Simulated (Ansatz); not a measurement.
**TiO2 (Anatase, I4_1/amd): from the cell to its phonons**

Task: relax TiO2 (Anatase, I4_1/amd), then find its harmonic phonons.

Calculated with Ansatz 0.2.0; DFT LDA, scalar-relativistic, plane waves, PAW; PAW set soft_1.

**Measured values to reproduce.**

For TiO2, anatase (single crystal, quoted from earlier work), “Preparation of hydrogen, fluorine and chlorine doped and co-doped titanium dioxide photocatalysts: a theoretical and experimental approach” (2021, pmc:7952686) quotes earlier work: lattice constant a (a = b, tetragonal cell) 3.782 Å [literature value quoted in the paper's theory part]; lattice constant c (c, tetragonal cell) 9.502 Å [literature value quoted in the paper's theory part].

For TiO2, anatase (commercial anatase powder, 20 nm crystallites), “Olive Leaves as Biotemplates for Enhanced Solar-Light Harvesting by a Titania-Based Solid” (2020, pmc:7353264) gives, by diffuse reflectance UV-Vis: band gap (optical gap from modified Kubelka-Munk plot, exponent 1/2 (indirect)) 3.22 eV [commercial anatase powder, 20 nm crystallites; Tauc-type extrapolated optical gap …].

For TiO2, anatase (natural fine-grained interstitial aggregate, Nb-bearing), “Challenges to rutile-based geoscientific tools: low-temperature polymorphic TiO2 transformations and corresponding reactive pathways” (2020, pmc:7198570) gives, by confocal Raman microscopy, 532 nm: Raman mode (B1g, Ti-O antisymmetric bending) 393 cm⁻¹ [natural fine-grained anatase aggregate in rock, with trace elements; band-fitted …]; Raman mode (A1g + B1g, unresolved band) 516 cm⁻¹ [unresolved A1g + B1g band, two modes in one value; natural fine-grained anatase aggregate …].

## 1. The starting structure

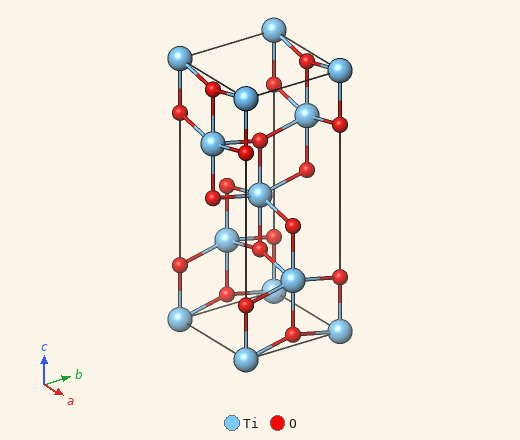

The cell as given, from a free direction (titanium blue, oxygen red). This picture shows the conventional cell, with its axes. Some periodic images of atoms are drawn too.

## 2. Relaxation

Harmonic phonons are second derivatives at a point where the forces vanish, and they are wanted at zero stress, so atoms and cell are relaxed first.

File input.yaml:

```yaml
crystal:
  lattice:
    - [-1.8921, 1.8921, 4.7573]
    - [1.8921, -1.8921, 4.7573]
    - [1.8921, 1.8921, -4.7573]
  atoms:
    - { symbol: Ti, position: [0.0, 0.0, 0.0] }
    - { symbol: Ti, position: [0.75, 0.25, 0.5] }
    - { symbol: O, position: [0.2081, 0.2081, 0.0] }
    - { symbol: O, position: [0.9581, 0.4581, 0.5] }
    - { symbol: O, position: [0.5419, 0.0419, 0.5] }
    - { symbol: O, position: [0.7919, 0.7919, 0.0] }
kpoints:
  mp_grid: { grid: [10, 10, 10] }
hamiltonian:
  xc: lda
  pseudopotentials: { kind: paw, azcp: { folder: soft_1 }, xc_functional: pbe }
scf:
  occupations: { method: gaussian, width: 0.02 }
output:
  forces: true
  stress: true
  eigenvalues: true
  write_density: true
  write_potential: true
  elf: true
  volumetric_format: npy
relax:
  adjacent_minimum: "off"
  f_tol: 0.005
  max_steps: 80
  cell: { stress_tol: 0.05 }
```

Command:

```
> ansatz run input.yaml --threads 4 --pin off --max-ram 10240MiB --backend cpu --events-out ev --progress --plain --runs-dir out
```

Numbers of over 12 decimals in the logs are rounded to 6 here.

The log of the run:

```text
Engine: ansatz 0.2.0, aarch64-unknown-linux-gnu
Pseudopotentials: kind: paw
Pseudopotential: Ti, paw, valence charge 12, recommended cutoff 420 eV (normal), soft_1/Ti.paw.azcp
Pseudopotential: O, paw, valence charge 6, recommended cutoff 420 eV (normal), soft_1/O.paw.azcp
Functional definition: SPW92
  exchange = slater_x
  correlation = pw_c
Crystal: 6 atoms, lattice volume = 68.125 Å³
Basis set: ecut = 420 eV, 1315 PW (Γ)
Bands: 30, of which v1, the nominal top of the filled ones, is band 24 counted from 1 (23 counted from 0)
Symmetry: 16 space group operations
Space group: I41/amd (ITA 141), of the structure as read, at distance tolerance 4.1e-5 Å
k-points: 102 of 1000
Non-local potential: Ti, projectors of the file, l = 0: 3, l = 1: 2, l = 2: 3, l = 3: 1
Non-local potential: O, projectors of the file, l = 0: 2, l = 1: 2, l = 2: 1
PAW form: soft (Blöchl's): semilocal exchange-correlation on the pseudo side does not see the compensation charge
PAW frozen core: Ti, regenerated for the run's functional, and the local potential with it (the file was generated under x = pbe(κ = 0.804, μ = 0.219515), c = pbe(β = 0.066725))
PAW frozen core: O, regenerated for the run's functional, and the local potential with it (the file was generated under x = pbe(κ = 0.804, μ = 0.219515), c = pbe(β = 0.066725))
PAW one-centre angular grid: Ti, 590 points (default); XC on 64 Gauss nodes
PAW one-centre angular grid: O, 110 points (default); XC on 64 Gauss nodes
Initial density: superposition of atomic densities (chi_scale 0.1, normalization cell, long waves kept (reshape's long-wave potential 0.00 eV rms))
Initial wavefunctions: pseudopotential atomic-orbital guess
Functional: x = slater, c = lda
SCF iter   1: F=—  HF=-7130.929173 eV  |F-HF|=—  |Δ(HF+E_count)|=         —  Δρ=5.25e-2  dr2=2.04e0  ethr=3.10e-3  ⟨swp⟩=5.5  Hψ=11062  notcnv=0
preconditioner: auto → none  [insulator: Δε(μ)=2.106 eV  Ē_g=9.640 eV  σ=0.020 eV  W_gap=1.00  n_scr=14 (ndim 8)  ℏωp=25.4 eV  f_vac=0.000  D(μ)=0.00/eV (n_scr^D=0)  ε∞_Penn≈8.0]
SCF iter   2: F=—  HF=-7130.433661 eV  |F-HF|=—  |Δ(HF+E_count)|=   4.96e-1  Δρ=2.38e-2  dr2=1.99e-1  ethr=3.10e-3  ⟨swp⟩=2.0  Hψ=5650  notcnv=0  defer=168
SCF iter   3: F=—  HF=-7130.441111 eV  |F-HF|=—  |Δ(HF+E_count)|=   7.45e-3  Δρ=6.44e-3  dr2=2.35e-2  ethr=4.14e-4  ⟨swp⟩=3.0  Hψ=4971  notcnv=0  defer=168
SCF iter   4: F=—  HF=-7130.444077 eV  |F-HF|=—  |Δ(HF+E_count)|=   2.97e-3  Δρ=7.20e-4  dr2=1.98e-4  ethr=4.90e-5  ⟨swp⟩=2.0  Hψ=4840  notcnv=0  defer=168
SCF iter   5: F=—  HF=-7130.444139 eV  |F-HF|=—  |Δ(HF+E_count)|=   6.24e-5  Δρ=1.25e-4  dr2=6.38e-6  ethr=4.13e-7  ⟨swp⟩=2.7  Hψ=5363  notcnv=0  defer=168
SCF iter   6: F=—  HF=-7130.444144 eV  |F-HF|=—  |Δ(HF+E_count)|=   5.16e-6  Δρ=1.56e-5  dr2=6.96e-8  ethr=2.08e-10  ⟨swp⟩=11.8  Hψ=22109  notcnv=0
SCF iter   7: F=-7130.444144 eV  HF=-7130.444144 eV  |F-HF|=2.26e-10  |Δ(HF+E_count)|=   1.71e-8  Δρ=1.11e-6  dr2=3.93e-10  ethr=1.45e-10  ⟨swp⟩=5.5  Hψ=17191  notcnv=0
SCF 1 converged in 7 iterations: F = -7130.444144 eV  dr2 = 3.93e-10
  greatest PAW one-centre occupation: 0.998 electrons in one spin orbital (limit 2), on the Ti atom at site 1 (counted from 0), in its partial waves of l = 0
relax step   1: F+E_penalty+E_count = -7130.44414407 eV  Δ(F+E_penalty+E_count) = +0.000e0 eV  max|allowed force component| = 1.215e-1 eV/Å  Δτ_max = 0.0000 Å  P = -6.626 GPa  Ω = 68.125 Å³  (7 SCF iters, dr2 threshold 1.00e-7 eV, accepted)
Crystal: 6 atoms, lattice volume = 66.721 Å³
Basis set: ecut = 420 eV, 1283 PW (Γ)
Initial density: handed on by an earlier stage of this run
Initial wavefunctions: those handed on with the density
iter 1 solved again at ethr=1.84e-5 eV; its pass at ethr=3.10e-3 eV (dr2=8.84e-3 eV) is discarded
SCF iter   1: F=—  HF=-7130.489794 eV  |F-HF|=—  |Δ(HF+E_count)|=         —  Δρ=4.11e-3  dr2=9.35e-3  ethr=1.84e-5  ⟨swp⟩=1.1  Hψ=17206  notcnv=0
preconditioner: auto → none  [insulator: Δε(μ)=2.097 eV  Ē_g=9.688 eV  σ=0.020 eV  W_gap=1.00  n_scr=14 (ndim 8)  ℏωp=25.7 eV  f_vac=0.083  D(μ)=0.00/eV (n_scr^D=0)  ε∞_Penn≈8.0]
SCF iter   2: F=—  HF=-7130.488906 eV  |F-HF|=—  |Δ(HF+E_count)|=   8.88e-4  Δρ=3.88e-3  dr2=9.49e-3  ethr=1.84e-5  ⟨swp⟩=2.0  Hψ=5304  notcnv=0
SCF iter   3: F=—  HF=-7130.487346 eV  |F-HF|=—  |Δ(HF+E_count)|=   1.56e-3  Δρ=1.08e-3  dr2=7.75e-4  ethr=1.84e-5  ⟨swp⟩=2.0  Hψ=5073  notcnv=0
SCF iter   4: F=—  HF=-7130.487222 eV  |F-HF|=—  |Δ(HF+E_count)|=   1.24e-4  Δρ=2.45e-4  dr2=3.47e-5  ethr=1.61e-6  ⟨swp⟩=2.0  Hψ=4081  notcnv=0
SCF iter   5: F=—  HF=-7130.487231 eV  |F-HF|=—  |Δ(HF+E_count)|=   9.18e-6  Δρ=5.96e-5  dr2=1.36e-6  ethr=7.22e-8  ⟨swp⟩=2.1  Hψ=4829  notcnv=0
SCF iter   6: F=-7130.487231 eV  HF=-7130.487231 eV  |F-HF|=6.27e-9  |Δ(HF+E_count)|=   2.26e-7  Δρ=5.01e-6  dr2=8.77e-9  ethr=1.25e-9  ⟨swp⟩=9.0  Hψ=20614  notcnv=0
SCF 2 converged in 6 iterations: F = -7130.487231 eV  dr2 = 8.77e-9
relax step   2: F+E_penalty+E_count = -7130.48723125 eV  Δ(F+E_penalty+E_count) = -4.309e-2 eV  max|allowed force component| = 2.012e-2 eV/Å  Δτ_max = 0.0010 Å  P = -2.006 GPa  Ω = 66.721 Å³  energy of the carried Pulay correction = +5.045e-3 eV  (6 SCF iters, dr2 threshold 6.00e-7 eV, accepted)
Crystal: 6 atoms, lattice volume = 66.128 Å³
iter 1 solved again at ethr=4.43e-6 eV; its pass at ethr=3.10e-3 eV (dr2=2.13e-3 eV) is discarded
SCF iter   1: F=—  HF=-7130.493767 eV  |F-HF|=—  |Δ(HF+E_count)|=         —  Δρ=1.85e-3  dr2=1.84e-3  ethr=4.43e-6  ⟨swp⟩=2.1  Hψ=16869  notcnv=0
preconditioner: auto → none  [insulator: Δε(μ)=2.104 eV  Ē_g=9.742 eV  σ=0.020 eV  W_gap=1.00  n_scr=14 (ndim 8)  ℏωp=25.8 eV  f_vac=0.084  D(μ)=0.00/eV (n_scr^D=0)  ε∞_Penn≈8.0]
SCF iter   2: F=—  HF=-7130.493573 eV  |F-HF|=—  |Δ(HF+E_count)|=   1.94e-4  Δρ=1.68e-3  dr2=1.76e-3  ethr=3.84e-6  ⟨swp⟩=2.0  Hψ=5304  notcnv=0
SCF iter   3: F=—  HF=-7130.493282 eV  |F-HF|=—  |Δ(HF+E_count)|=   2.92e-4  Δρ=4.98e-4  dr2=1.59e-4  ethr=3.67e-6  ⟨swp⟩=2.0  Hψ=5002  notcnv=0
SCF iter   4: F=—  HF=-7130.493256 eV  |F-HF|=—  |Δ(HF+E_count)|=   2.56e-5  Δρ=1.15e-4  dr2=7.48e-6  ethr=3.32e-7  ⟨swp⟩=2.0  Hψ=4139  notcnv=0
SCF iter   5: F=-7130.493257 eV  HF=-7130.493257 eV  |F-HF|=4.10e-8  |Δ(HF+E_count)|=   8.02e-7  Δρ=2.55e-5  dr2=2.37e-7  ethr=1.25e-9  ⟨swp⟩=6.9  Hψ=20555  notcnv=0
SCF 3 converged in 5 iterations: F = -7130.493257 eV  dr2 = 2.37e-7
relax step   3: F+E_penalty+E_count = -7130.49325703 eV  Δ(F+E_penalty+E_count) = -6.026e-3 eV  max|allowed force component| = 8.914e-3 eV/Å  Δτ_max = 0.0001 Å  P = +0.110 GPa  Ω = 66.128 Å³  energy of the carried Pulay correction = +7.210e-3 eV  (5 SCF iters, dr2 threshold 6.00e-7 eV, accepted)
[...]
relax step   4: F+E_penalty+E_count = -7130.49326164 eV  Δ(F+E_penalty+E_count) = -4.614e-6 eV  max|allowed force component| = 5.014e-3 eV/Å  Δτ_max = 0.0003 Å  P = +0.019 GPa  Ω = 66.155 Å³  energy of the carried Pulay correction = +7.111e-3 eV  (4 SCF iters, dr2 threshold 3.88e-7 eV, accepted)
[...]
relax step   5: F+E_penalty+E_count = -7130.49322550 eV  Δ(F+E_penalty+E_count) = +3.614e-5 eV  max|allowed force component| = 7.452e-3 eV/Å  Δτ_max = 0.0012 Å  P = -0.012 GPa  Ω = 66.180 Å³  energy of the carried Pulay correction = +7.020e-3 eV  (5 SCF iters, dr2 threshold 3.37e-8 eV, accepted)
[...]
relax step   6: F+E_penalty+E_count = -7130.49319097 eV  Δ(F+E_penalty+E_count) = +3.453e-5 eV  max|allowed force component| = 3.195e-4 eV/Å  Δτ_max = 0.0011 Å  P = -0.002 GPa  Ω = 66.193 Å³  energy of the carried Pulay correction = +6.971e-3 eV  (5 SCF iters, dr2 threshold 3.47e-9 eV, accepted)
[...]
relax step   7: F+E_penalty+E_count = -7130.48733127 eV  Δ(F+E_penalty+E_count) = +5.860e-3 eV  max|allowed force component| = 8.226e-4 eV/Å  Δτ_max = 0.0000 Å  P = -0.167 GPa  Ω = 66.193 Å³  stress off target by 1.83e-1 GPa  SCF on the basis re-selected at this cell (its energy is not comparable with the rows above)  (8 SCF iters)
[...]
relax step   8: F+E_penalty+E_count = -7130.48752620 eV  Δ(F+E_penalty+E_count) = -1.949e-4 eV  max|allowed force component| = 3.129e-5 eV/Å  Δτ_max = 0.0001 Å  P = -0.003 GPa  Ω = 66.146 Å³  energy of the carried Pulay correction = +1.694e-4 eV  (4 SCF iters, dr2 threshold 8.36e-8 eV, accepted)
iter 1 solved again at ethr=8.38e-8 eV; its pass at ethr=3.10e-3 eV (dr2=4.02e-5 eV) is discarded
SCF iter   1: F=—  HF=-7130.487329 eV  |F-HF|=—  |Δ(HF+E_count)|=         —  Δρ=1.04e-5  dr2=3.59e-8  ethr=8.38e-8  ⟨swp⟩=3.5  Hψ=19814  notcnv=0
preconditioner: auto → none  [insulator: Δε(μ)=2.106 eV  Ē_g=9.741 eV  σ=0.020 eV  W_gap=1.00  n_scr=14 (ndim 8)  ℏωp=25.8 eV  f_vac=0.086  D(μ)=0.00/eV (n_scr^D=0)  ε∞_Penn≈8.0]
SCF iter   2: F=—  HF=-7130.487329 eV  |F-HF|=—  |Δ(HF+E_count)|=   7.41e-8  Δρ=5.90e-6  dr2=1.37e-8  ethr=7.49e-11  ⟨swp⟩=2.5  Hψ=5468  notcnv=0
SCF iter   3: F=—  HF=-7130.487329 eV  |F-HF|=—  |Δ(HF+E_count)|=   4.46e-9  Δρ=5.71e-6  dr2=2.29e-8  ethr=2.84e-11  ⟨swp⟩=2.0  Hψ=4678  notcnv=0
SCF iter   4: F=—  HF=-7130.487329 eV  |F-HF|=—  |Δ(HF+E_count)|=   3.75e-9  Δρ=1.18e-6  dr2=7.46e-10  ethr=2.84e-11  ⟨swp⟩=2.0  Hψ=4681  notcnv=0
SCF iter   5: F=-7130.487329 eV  HF=-7130.487329 eV  |F-HF|=2.91e-11  |Δ(HF+E_count)|=  1.36e-10  Δρ=3.38e-7  dr2=5.21e-11  ethr=1.00e-12  ⟨swp⟩=4.8  Hψ=14400  notcnv=0
SCF 9 converged in 5 iterations: F = -7130.487329 eV  dr2 = 5.21e-11
relax step   9: F+E_penalty+E_count = -7130.48732915 eV  Δ(F+E_penalty+E_count) = +1.971e-4 eV  max|allowed force component| = 1.265e-5 eV/Å  Δτ_max = 0.0000 Å  P = -0.005 GPa  Ω = 66.146 Å³  stress off target by 5.52e-3 GPa  SCF on the basis re-selected at this cell (its energy is not comparable with the rows above)  (5 SCF iters)
basis re-selected at this cell: Δ(F+E_penalty+E_count) = +1.971e-4 eV, ΔP = -0.002 GPa vs the last step (what re-selecting the basis moved, of the pressure what is left beyond the Pulay correction that the steps carried, after the strain that the cell walked since its last selection, with what the two solves' SCF thresholds leave and, on support functions, any second-order correction that the steps lacked; it is no m [...]
SCF converged after 5 iterations
Free energy (F): -7130.487329 eV
Harris-Foulkes:  -7130.487329 eV  (|F-HF|=2.91e-11)
Internal energy: -7130.487329 eV  (E = F + TS)
E sigma→0 (E₀):  -7130.487329 eV
Fermi energy:    8.316598 eV
--- Per-component energies (eV) ---
  E_band       = -450.529409
  E_kinetic    = 1230.864481
  E_local      = -3638.971021  (includes V_loc(G=0)·N_el)
  E_nonlocal   = 340.579358
  E_hartree    = 1395.896701
  E_xc         = -513.545706
  E_vxc        = -654.366407  (∫ρ·V_xc dr)
  E_paw        = -2590.419548  (= ΣΔE_a)
  E_vpaw       = -520.432301  (= ΣTr[D̂ρ^β])
  E_aug_tail   = 0.003027  (compensation charges beyond the density's cutoff)
  E_ewald      = -3355.934209
  E_core_change = 1.039587  (= ΣΔE_core)
  E_smearing   = -0.000000  (= −TS)
  E_closure    = -0.000000  (closes the sum)
  Σ components = -7130.487329   (vs F -7130.487329, Δ=0.00e0)
--- Forces (eV/Å), atoms counted from 1 ---
  atom   1  Ti    -0.00000000     0.00000000    -0.00000000
  atom   2  Ti     0.00000000     0.00000000     0.00000000
  atom   3  O      0.00000000     0.00000000     0.00001265
  atom   4  O     -0.00000000    -0.00000000     0.00001265
  atom   5  O     -0.00000000     0.00000000    -0.00001265
  atom   6  O      0.00000000     0.00000000    -0.00001265
  max |Σ_I F_I| component: 4.12e-18 eV/Å
--- Stress (GPa, compression-positive) ---
       -0.005521      -0.000000       0.000000
       -0.000000      -0.005521      -0.000000
        0.000000       0.000000      -0.003909
  P = ⅓ Tr σ = -0.0050 GPa (-0.050 kbar)
--- Band table (eV; the first three rows and the last of 102) ---
  k-point 0: bands = [... 20 lower, 6.5146, 6.5146, 6.7725, 6.7725, 9.3694, 10.1675, 11.3960, 11.3960, ... 2 higher]
  k-point 1: bands = [... 20 lower, 6.2706, 6.3061, 6.5145, 6.9166, 9.8367, 10.2319, 10.9711, 11.2145, ... 2 higher]
  k-point 2: bands = [... 20 lower, 5.6956, 6.0945, 6.6596, 7.0186, 10.2733, 10.5245, 10.6776, 11.0128, ... 2 higher]
  k-point 101: bands = [... 20 lower, 5.9904, 5.9904, 7.1651, 7.1651, 9.7533, 9.7533, 11.1585, 11.1585, ... 2 higher]
--- Relaxed structure (7 steps of the walk, 7 accepted, 2 SCFs on fresh bases) ---
  F+E_penalty+E_count = -7130.48732915 eV   max|allowed force component| = 1.265e-5 eV/Å   (the final SCF, on the basis selected at the relaxed cell)
  cell:  # Å, volume = 66.1458 Å³
    - [-1.869930, 1.869930, 4.729247]
    - [1.869930, -1.869930, 4.729247]
    - [1.869930, 1.869930, -4.729247]
  atoms:
    - { symbol: Ti, position: [0, 0, 0] }
    - { symbol: Ti, position: [0.75, 0.250000, 0.5] }
    - { symbol: O, position: [0.207944, 0.207944, 0] }
    - { symbol: O, position: [0.957944, 0.457944, 0.5] }
    - { symbol: O, position: [0.542056, 0.042056, 0.500000] }
    - { symbol: O, position: [0.792056, 0.792056, 0] }
```

Wall time 35 s (4 threads of Arm Neoverse V1, shared host); peak memory 0.5 GiB.

Step by step:

| step | energy less that of the first step (eV) | largest force component (eV/Å) | pressure (GPa) | volume (Å³) |
| --- | --- | --- | --- | --- |
| 1 | 0.0000 | 0.1215 | -6.63 | 68.13 |
| 2 | -0.0431 | 0.0201 | -2.01 | 66.72 |
| 3 | -0.0491 | 0.0089 | 0.11 | 66.13 |
| 4 | -0.0491 | 0.0050 | 0.02 | 66.15 |
| 5 | -0.0491 | 0.0075 | -0.01 | 66.18 |
| 6 | -0.0490 | 0.0003 | 0.00 | 66.19 |
| 7* | -0.0432 | 0.0008 | -0.17 | 66.19 |
| 8 | -0.0434 | 0.0000 | 0.00 | 66.15 |
| 9* | -0.0432 | 0.0000 | 0.00 | 66.15 |

Relaxation steps marked * repeat the geometry before them on a plane-wave basis chosen anew for their cell, so energy and pressure can jump there.

The run keeps the 16 symmetry operations that it works with, so distortions that break them were not tested.

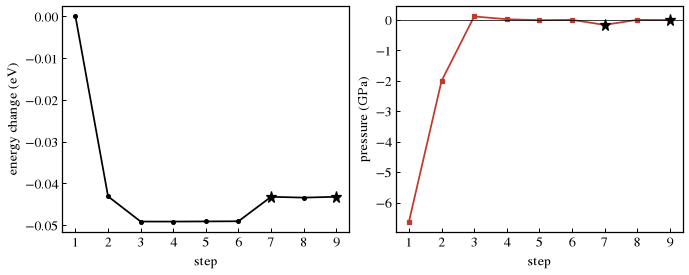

Energy and pressure along the relaxation. Stars mark steps on a basis chosen anew.

| conventional cell, symmetrised | before | after | change |
| --- | --- | --- | --- |
| a (Å) | 3.784 | 3.740 | -1.2 % |
| b (Å) | 3.784 | 3.740 | -1.2 % |
| c (Å) | 9.515 | 9.458 | -0.6 % |
| volume (Å³/atom) | 11.35 | 11.02 | -2.9 % |

The relaxed structure:

```xyz
6
Lattice="-1.8699 1.8699 4.7292 1.8699 -1.8699 4.7292 1.8699 1.8699 -4.7292" Properties=species:S:1:pos:R:3 pbc="T T T"
Ti    0.0000    0.0000    0.0000
Ti    0.0000    1.8699    2.3646
O     0.0000    0.0000    1.9668
O     0.0000    1.8699    4.3315
O     0.0000    1.8699    0.3978
O     0.0000    0.0000    7.4917
```

This step gave:

```
pressure           : -0.004983 GPa
gap on the k-mesh  : 2.106 eV
volume per atom    : 11.02 Å³
direct gap on mesh : 2.440 eV
```

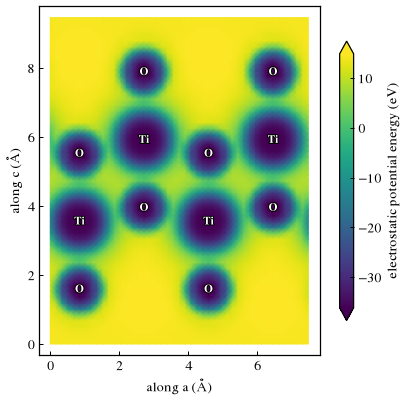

Electrostatic potential energy in the ac plane of the conventional cell at fractional y = 0.000, with atoms of Ti and O within 0.2 Å of it. With pseudopotentials it is smooth inside the atoms' cores, unlike the true potential. The map starts off the cell's origin, so that atoms lie inside it.

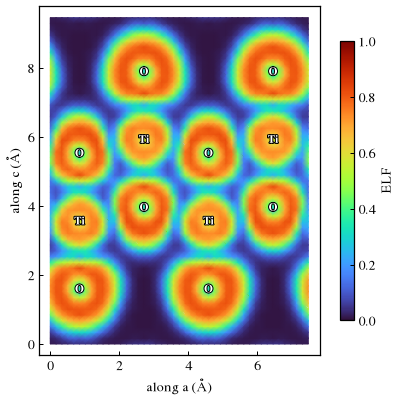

ELF in the ac plane of the conventional cell at fractional y = 0.000, with atoms of Ti and O within 0.2 Å of it. It is the smooth field of the valence electrons, not physical close to the nuclei. The map starts off the cell's origin, so that atoms lie inside it.

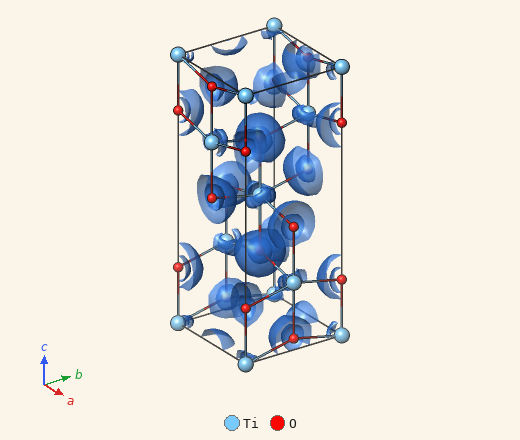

Surface of ELF = 0.74.

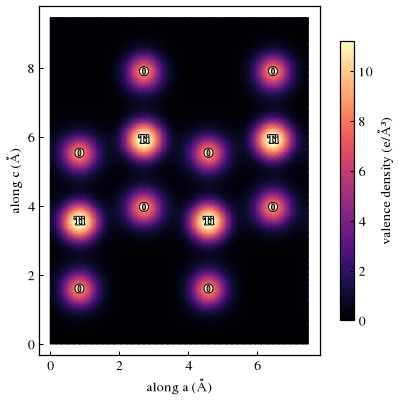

Valence density in the ac plane of the conventional cell at fractional y = 0.000, with atoms of Ti and O within 0.2 Å of it. It is the smooth field of the valence electrons, not physical close to the nuclei. The map starts off the cell's origin, so that atoms lie inside it.

In this step the volume went from 11.35 to 11.02 Å³/atom.

## 3. Relaxing to small forces for the phonons

Phonons need a cell at rest on their own settings, so the relaxation is repeated with tight tolerances on forces and stress on the k mesh and occupations of the first response run.

File input.yaml:

```yaml
crystal:
  lattice:
    - [-1.8699297847, 1.8699297847, 4.7292466454]
    - [1.8699297847, -1.8699297847, 4.7292466454]
    - [1.8699297847, 1.8699297847, -4.7292466454]
  atoms:
    - { symbol: Ti, position: [0.0, 0.0, 0.0] }
    - { symbol: Ti, position: [0.75, 0.25, 0.5] }
    - { symbol: O, position: [0.2079444793, 0.2079444793, 0.0] }
    - { symbol: O, position: [0.9579444793, 0.4579444793, 0.5] }
    - { symbol: O, position: [0.5420555207, 0.0420555207, 0.5] }
    - { symbol: O, position: [0.7920555207, 0.7920555207, 0.0] }
kpoints:
  mp_grid: { grid: [12, 12, 12] }
hamiltonian:
  xc: lda
  pseudopotentials: { kind: paw, azcp: { folder: soft_1 }, xc_functional: pbe }
scf:
  occupations: { method: fixed }
output:
  forces: true
  stress: true
  eigenvalues: true
relax:
  adjacent_minimum: "off"
  f_tol: 0.001
  max_steps: 60
  cell: { stress_tol: 0.01 }
```

The log of the run:

```text
[...]
- [1.8699297847, -1.8699297847, 4.7292466454]
    - [1.8699297847, 1.8699297847, -4.7292466454]
  atoms:
    - { symbol: Ti, position: [0.0, 0.0, 0.0] }
    - { symbol: Ti, position: [0.75, 0.25, 0.5] }
    - { symbol: O, position: [0.2079444793, 0.2079444793, 0.0] }
    - { symbol: O, position: [0.9579444793, 0.4579444793, 0.500000] }
    - { symbol: O, position: [0.5420555207, 0.0420555207, 0.5] }
    - { symbol: O, position: [0.7920555207, 0.7920555207, 0.0] }
[key lines of the parts left out:]
SCF converged after 5 iterations
Free energy (F): -7130.487312 eV
Fermi energy:    7.275716 eV
P = ⅓ Tr σ = -0.0048 GPa (-0.048 kbar)
```

Run time: 11 s. Hardware: 4 threads; peak memory 0.54 GiB.

Little changed from the start: no atom moved by 0.005 Å and no cell edge by 0.1 %.

Numbers from this step:

```yaml
pressure: -0.004821 GPa
gap_on_the_k_mesh: 2.094 eV
```

The largest force component left is 0.020 meV/Å and the pressure is -0.005 GPa, within the tolerances set. The cell now holds 11.02 Å³/atom.

(Continued in part 2 of 2.)

[Logs are printed without paths, hosts, clocks, repeated set-up lines and the standing remarks that a program may print on its own settings, such as how far it seeks lower states.]

[Hosts, paths, dates, database ids (printed as entryN), source tags and the programs' standing remarks are cut or masked in the printed files.]
